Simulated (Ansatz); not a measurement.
# C2H7ClSi2: energies of removing a hydrogen in Python

The task is energies of removing a hydrogen, for C2H7ClSi2. SMILES: [SiH3]/C=C(/[SiH3])Cl.

All numbers are computed with Ansatz 0.2.0, driven from Python. Level of theory: PBE/def2-TZVP.

## (1) The structure

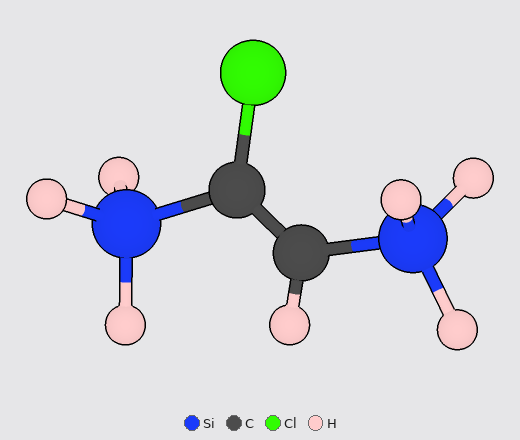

The starting structure, viewed from a chosen angle; silicon blue, carbon dark grey, chlorine green, hydrogen pink.

No structure file is read: the coordinates are typed or built in the script.

## (2) Script

run_bde.py reads:

```python
"""Cost of removing each kind of hydrogen from C2H7ClSi2, fragments frozen."""

import ansatz as az


def single_point(molecule, charge=0, unpaired=0):
    calc = (
        molecule.calculation()
        .basis(gaussian="def2-TZVP")
        .functional("pbe")
    )
    if charge:
        calc = calc.charge(charge)
    if unpaired:
        calc = calc.spin("collinear", total=unpaired)
    return calc.run(threads=1).report["free_energy_ev"]

def without(molecule, index):
    rest = az.Crystal.molecule()
    for i, site in enumerate(molecule.cartesian_sites):
        if i != index:
            rest = rest.atom(site.symbol, site.position_ang)
    return rest

system = (
    az.Crystal.molecule()
    .atom("Si", (2.2985, 0.1178, 0.1213))
    .atom("C", (0.5247, -0.3296, 0.0117))
    .atom("C", (-0.57, 0.4575, -0.0083))
    .atom("Si", (-2.3053, -0.2725, -0.1286))
    .atom("Cl", (-0.4324, 2.2093, 0.0771))
    .atom("H", (2.6976, 0.9487, -1.0411))
    .atom("H", (2.575, 0.8401, 1.3872))
    .atom("H", (3.1035, -1.1285, 0.1062))
    .atom("H", (0.4125, -1.4089, -0.0423))
    .atom("H", (-3.1039, 0.1068, 1.0654))
    .atom("H", (-2.2185, -1.7564, -0.1908))
    .atom("H", (-2.9817, 0.2156, -1.3579))
)

whole = single_point(system, 0)
hydrogen = single_point(az.Crystal.molecule().atom("H", (0, 0, 0)), 0, 1)
print(f"E(molecule) = {whole:.5f} eV, E(H) = {hydrogen:.5f} eV")
for index in [11, 8]:
    radical = single_point(without(system, index), 0, 1)
    print(f"H{index}: homolysis {23.060548 * (radical + hydrogen - whole):.1f} kcal/mol")
```

## (3) What the engine is handed

The package turns the script's settings into the engine's input (first run):

```yaml
crystal:
  periodic: [false, false, false]
  atoms:
    - { symbol: Si, position_ang: [2.2985, 0.1178, 0.1213] }
    - { symbol: C, position_ang: [0.5247, -0.3296, 0.0117] }
    - { symbol: C, position_ang: [-0.57, 0.4575, -0.0083] }
    - { symbol: Si, position_ang: [-2.3053, -0.2725, -0.1286] }
    - { symbol: Cl, position_ang: [-0.4324, 2.2093, 0.0771] }
    - { symbol: H, position_ang: [2.6976, 0.9487, -1.0411] }
    - { symbol: H, position_ang: [2.575, 0.8401, 1.3872] }
    - { symbol: H, position_ang: [3.1035, -1.1285, 0.1062] }
    - { symbol: H, position_ang: [0.4125, -1.4089, -0.0423] }
    - { symbol: H, position_ang: [-3.1039, 0.1068, 1.0654] }
    - { symbol: H, position_ang: [-2.2185, -1.7564, -0.1908] }
    - { symbol: H, position_ang: [-2.9817, 0.2156, -1.3579] }
basis:
  gaussian:
    orbitals: def2-TZVP
hamiltonian:
  xc: pbe
```

## (4) Running it

The run is started by

```console
> python run_bde.py
```

The log of the run:

```text
E(molecule) = -30450.29538 eV, E(H) = -13.59523 eV
H11: homolysis 89.5 kcal/mol
H8: homolysis 105.8 kcal/mol
```

It took 35 s on 1 thread of Arm Neoverse V1, shared host; peak memory 0.39 GiB.

## (5) Inputs of later runs

The engine's inputs for the other runs:

Run 2, against run 1:

```diff
@@ -4,12 +4 @@
-    - { symbol: Si, position_ang: [2.2985, 0.1178, 0.1213] }
-    - { symbol: C, position_ang: [0.5247, -0.3296, 0.0117] }
-    - { symbol: C, position_ang: [-0.57, 0.4575, -0.0083] }
-    - { symbol: Si, position_ang: [-2.3053, -0.2725, -0.1286] }
-    - { symbol: Cl, position_ang: [-0.4324, 2.2093, 0.0771] }
-    - { symbol: H, position_ang: [2.6976, 0.9487, -1.0411] }
-    - { symbol: H, position_ang: [2.575, 0.8401, 1.3872] }
-    - { symbol: H, position_ang: [3.1035, -1.1285, 0.1062] }
-    - { symbol: H, position_ang: [0.4125, -1.4089, -0.0423] }
-    - { symbol: H, position_ang: [-3.1039, 0.1068, 1.0654] }
-    - { symbol: H, position_ang: [-2.2185, -1.7564, -0.1908] }
-    - { symbol: H, position_ang: [-2.9817, 0.2156, -1.3579] }
+    - { symbol: H, position_ang: [0.0, 0.0, 0.0] }
@@ -20,0 +10,3 @@
+magnetization:
+  spin_polarized: true
+  initial_magnetization: 1.0
```

Run 3, against run 1:

```diff
@@ -15 +14,0 @@
-    - { symbol: H, position_ang: [-2.9817, 0.2156, -1.3579] }
@@ -20,0 +20,3 @@
+magnetization:
+  spin_polarized: true
+  initial_magnetization: 1.0
```

Run 4, against run 1:

```diff
@@ -12 +11,0 @@
-    - { symbol: H, position_ang: [0.4125, -1.4089, -0.0423] }
@@ -20,0 +20,3 @@
+magnetization:
+  spin_polarized: true
+  initial_magnetization: 1.0
```

## (6) What the script built

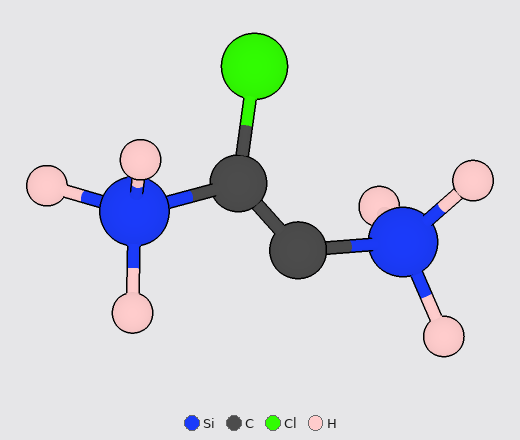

The system of run 4 as the script built it (11 atoms; silicon blue, carbon dark grey, chlorine green, hydrogen pink).

## (7) The engine's runs

The 4 runs, in the order started:

```tsv
run	system	unpaired or total moment	energy (eV)	<S²>	SCF cycles	CPU time (s)
1	C2H7ClSi2	not set	-30450.2954	0.00	18	7.1
2	H	1	-13.5952	0.75	8	0.05
3	C2H6ClSi2	1	-30432.8211	0.75	23	14
4	C2H6ClSi2	1	-30432.1115	0.76	23	14
```

Totals carry meaning only in balanced differences at one level of theory.

## (8) Summary of results

| quantity | value |
| --- | --- |
| weakest bond to hydrogen among those tried (homolysis) | H11 (counted from 0), 89.5 kcal/mol |
| runs compared | 4 |

In words: Atoms are numbered as in the script, from 0. The fragments aren't relaxed and zero-point energy is left out, so these aren't bond dissociation enthalpies. All 4 runs converged (8 to 23 cycles). The geometry is a force-field or estimated start, not a minimum of this method, and the basis set is short of its limit. All parts are taken at fixed geometry, without zero-point energy.
